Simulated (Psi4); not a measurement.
**UMN15/6-31G(d) (spherical functions, sweep point 4) run of AlNH3 (SMILES [NH2][AlH])**

Aim: the vertical ionisation energy of AlNH3 at UMN15/6-31G* (spherical functions, sweep point 4), from 2 runs. 

Program for the calculation: Psi4 1.11.

**1. Starting point**

The species is AlNH3 (5 atoms), meant as a doublet with charge 0. As SMILES, `[NH2][AlH]`. The shape is that of a PBE0-D4/def2-TZVP optimisation. This is one conformer, not always the lowest.

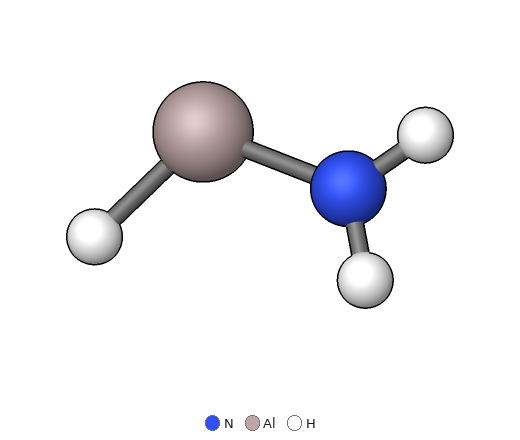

Viewed from a chosen angle; nitrogen blue, aluminium light grey, hydrogen white.

**2. The energy at UMN15/6-31G(d) (spherical functions, sweep point 4)**

job.py

```python
import psi4

psi4.set_memory('1600 MB')
psi4.set_num_threads(1)
psi4.core.set_output_file('output.dat', False)

molecule = psi4.geometry("""
0 2
N     -0.116600    -0.660800     0.175100
Al     0.836600     0.833900     0.120800
H      0.148500    -1.505300     0.655500
H     -1.010300    -0.782800    -0.277400
H      0.191800     2.041400    -0.715400
symmetry c1
""")

psi4.set_options({
    'basis': '6-31G*',
    'reference': 'uks',
    'puream': True,
    'scf_type': 'pk',
    'dft_radial_points': 99,
    'dft_spherical_points': 590,
    'maxiter': 100,
})

E = psi4.energy('mn15')
print(f'total energy {E:.8f} hartree = {E * 27.211386:.5f} eV')
```

Command:

```
$ python job.py
```

output.dat:

```text
[...]
  Running in c1 symmetry.
[...]
  Nuclear repulsion =   46.235092034097001
[...]
  Multiplicity = 2
[...]
  Nalpha       = 12
  Nbeta        = 11
[...]
    Number of basis functions: 38
[...]
   @UKS iter   1:  -298.49314232606213   -3.14329e-01   1.98445e-02 ADIIS/DIIS
[...]
   @UKS iter   9:  -298.75033484249713   -7.75714e-09   4.79146e-07 DIIS
[...]
   @S^2 Observed:                7.521154073E-01
[...]
    Orbital Energies [Eh]
    ---------------------
    Alpha Occupied:
       1A    -55.265816     2A    -14.074615     3A     -4.041601
       4A     -2.732416     5A     -2.730221     6A     -2.724959
       7A     -0.863637     8A     -0.514268     9A     -0.468850
      10A     -0.362188    11A     -0.296557    12A     -0.196518
    Alpha Virtual:
      13A     -0.014667    14A      0.053108    15A      0.118139
      16A      0.138914    17A      0.176307    18A      0.200177
      19A      0.223532    20A      0.259555    21A      0.321465
      22A      0.446056    23A      0.454251    24A      0.522325
      25A      0.590810    26A      0.726576    27A      0.798458
[...]
  @UKS Final Energy:  -298.75033484249713
   => Energetics <=
    Nuclear Repulsion Energy =             46.2350920340970006
    One-Electron Energy =                -505.1340843908056968
    Two-Electron Energy =                 175.2876131246012221
    DFT Exchange-Correlation Energy =     -15.1389556103896528
    Empirical Dispersion Energy =           0.0000000000000000
    VV10 Nonlocal Energy =                  0.0000000000000000
    Total Energy =                       -298.7503348424970682
[...]
 Multipole Moments:
 ------------------------------------------------------------------------------------
     Multipole            Electronic (a.u.)      Nuclear  (a.u.)        Total (a.u.)
 ------------------------------------------------------------------------------------
 L = 1.  Multiply by 2.5417464519 to convert [e a0] to [Debye]
 Dipole X            :          2.1364731           -2.2703034           -0.1338303
 Dipole Y            :          1.0403449           -1.5586141           -0.5182691
 Dipole Z            :          0.7872594           -0.6584655            0.1287939
 Magnitude           :                                                    0.5505464
[...]
```

Standard output:

```text
total energy -298.75033484 hartree = -8129.41068 eV
```

Wall time 17 s (1 thread of Intel Xeon Platinum 8259CL at 2.50GHz (Skylake/Cascade Lake), shared host); peak memory 0.96 GiB.

**3. The singlet cation, same level**

calc.py

```python
import psi4

psi4.set_memory(1600000000)
psi4.set_num_threads(1)
psi4.set_output_file('run.log', False)

m = psi4.geometry("""
1 1
N     -0.116600    -0.660800     0.175100
Al     0.836600     0.833900     0.120800
H      0.148500    -1.505300     0.655500
H     -1.010300    -0.782800    -0.277400
H      0.191800     2.041400    -0.715400
symmetry c1
""")

options = {'basis': '6-31G*', 'puream': True, 'scf_type': 'pk', 'dft_radial_points': 99, 'dft_spherical_points': 590}
psi4.set_options(options)

result, w = psi4.energy("mn15", return_wfn=True)
print(f'total energy {result:.8f} hartree = {result * 27.211386:.5f} eV')
for k, v in sorted(psi4.core.scalar_variables().items()):
    print(f'{k:45s} {v:18.10f}')
```

Command:

```
$ python calc.py
```

run.log:

```text
[...]
  Running in c1 symmetry.
[...]
  Nuclear repulsion =   46.235092034097001
[...]
  Multiplicity = 1
[...]
  Nalpha       = 11
  Nbeta        = 11
[...]
    Number of basis functions: 38
[...]
   @RKS iter   1:  -298.22147062864065   -4.26571e-02   1.90553e-02 DIIS/ADIIS
[...]
   @RKS iter   9:  -298.47190981656382   -2.06526e-08   5.32836e-07 DIIS
[...]
    Orbital Energies [Eh]
    ---------------------
    Doubly Occupied:
       1A    -55.593059     2A    -14.301974     3A     -4.361156
       4A     -3.051181     5A     -3.050096     6A     -3.042086
       7A     -1.083041     8A     -0.728861     9A     -0.702554
      10A     -0.602648    11A     -0.518345
[...]
  @RKS Final Energy:  -298.47190981656382
   => Energetics <=
    Nuclear Repulsion Energy =             46.2350920340970006
    One-Electron Energy =                -498.9457068708097722
    Two-Electron Energy =                 169.2238921250680335
    DFT Exchange-Correlation Energy =     -14.9851871049191434
    Empirical Dispersion Energy =           0.0000000000000000
    VV10 Nonlocal Energy =                  0.0000000000000000
    Total Energy =                       -298.4719098165638229
[...]
 Multipole Moments:
 ------------------------------------------------------------------------------------
     Multipole            Electronic (a.u.)      Nuclear  (a.u.)        Total (a.u.)
 ------------------------------------------------------------------------------------
 L = 1.  Multiply by 2.5417464519 to convert [e a0] to [Debye]
 Dipole X            :          3.2604543           -2.2703034            0.9901509
 Dipole Y            :          1.9711744           -1.5586141            0.4125604
 Dipole Z            :          1.0504128           -0.6584655            0.3919473
 Magnitude           :                                                    1.1420278
[...]
```

On the terminal:

```text
total energy -298.47190982 hartree = -8121.83435 eV
CURRENT ENERGY                                   -298.4719098166
CURRENT REFERENCE ENERGY                         -298.4719098166
DD SOLVATION ENERGY                                 0.0000000000
DFT FUNCTIONAL TOTAL ENERGY                      -298.4719098166
DFT TOTAL ENERGY                                 -298.4719098166
DFT VV10 ENERGY                                     0.0000000000
DFT XC ENERGY                                     -14.9851871049
GRID ELECTRONS ALPHA                               11.0000000377
GRID ELECTRONS BETA                                11.0000000377
GRID ELECTRONS TOTAL                               22.0000000753
NUCLEAR REPULSION ENERGY                           46.2350920341
ONE-ELECTRON ENERGY                              -498.9457068708
PCM POLARIZATION ENERGY                             0.0000000000
PE ENERGY                                           0.0000000000
SCF ITERATION ENERGY                             -298.4719098166
SCF ITERATIONS                                      9.0000000000
SCF TOTAL ENERGY                                 -298.4719098166
TWO-ELECTRON ENERGY                               169.2238921251
XC GRID RADIAL POINTS                              99.0000000000
XC GRID SPHERICAL POINTS                          590.0000000000
XC GRID TOTAL POINTS                           280195.0000000000
```

Wall time 11 s (1 thread of Intel Xeon Platinum 8259CL at 2.50GHz (Skylake/Cascade Lake), shared host); peak memory 0.96 GiB.

**4. Results**

At UMN15/6-31G* (spherical functions, sweep point 4):

| quantity | value |
| --- | --- |
| doublet AlNH3: total energy | -298.75033 Eh |
| doublet AlNH3: dipole moment | 1.40 D |
| doublet AlNH3: HOMO energy (highest over α and β) | -5.35 eV |
| doublet AlNH3: LUMO energy (lowest over α and β) | -1.39 eV |
| doublet AlNH3: ⟨S²⟩ | 0.752 |
| singlet cation: total energy | -298.47191 Eh |
| singlet cation: HOMO energy | -14.10 eV |
| singlet cation: LUMO energy | -9.40 eV |
| singlet cation: HOMO–LUMO gap | 4.70 eV |
| vertical ionisation energy (to the singlet cation) | 7.576 eV |

Removing an electron at fixed nuclei costs 7.58 eV (175 kcal/mol). Only the singlet of the ionised species was computed; a triplet could lie lower.
